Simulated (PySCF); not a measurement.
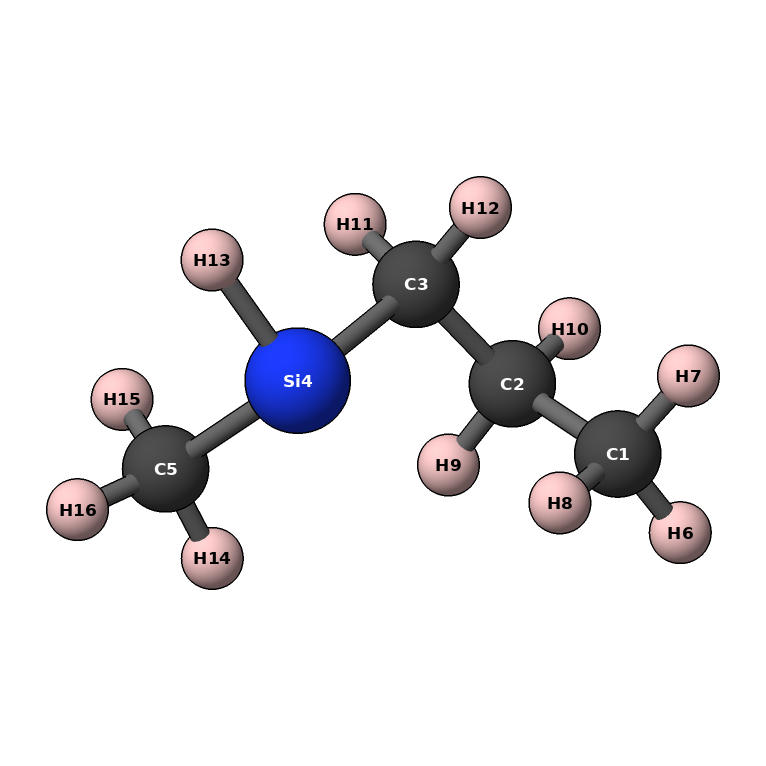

Charge −1, singlet. The computed structure is the end point of a GFN2-xTB optimisation. No frequency run is at hand to confirm it as a minimum. Properties computed with GIAO PBE0/pcSseg-1 NMR shielding, non-relativistic, gas phase (PySCF 2.14.0). Principal shieldings σ11 ≤ σ22 ≤ σ33, span Ω = σ33 − σ11, skew κ = 3(σiso − σ22)/Ω.

Which C atom has the most anisotropic shielding?

C5, with a span of 28 ppm.

Give the shielding tensors of the C atoms.

```json
{"atom": "C1", "σ11": "155.0", "σ22": "172.4", "σ33": "180.3", "σiso": "169.3", "Ω": "25.3", "κ": "−0.37"}
{"atom": "C2", "σ11": "153.5", "σ22": "161.0", "σ33": "168.9", "σiso": "161.1", "Ω": "15.4", "κ": "0.03"}
{"atom": "C3", "σ11": "153.0", "σ22": "157.5", "σ33": "170.1", "σiso": "160.2", "Ω": "17.1", "κ": "0.47"}
{"atom": "C5", "σ11": "168.3", "σ22": "186.5", "σ33": "196.3", "σiso": "183.7", "Ω": "28.1", "κ": "−0.30"}
```

Shieldings and span in ppm.

The geometry is semi-empirical. Around Si such bond lengths and angles can be off by a tenth of an ångström or more and by several degrees, and values that hang on the shape move with them.
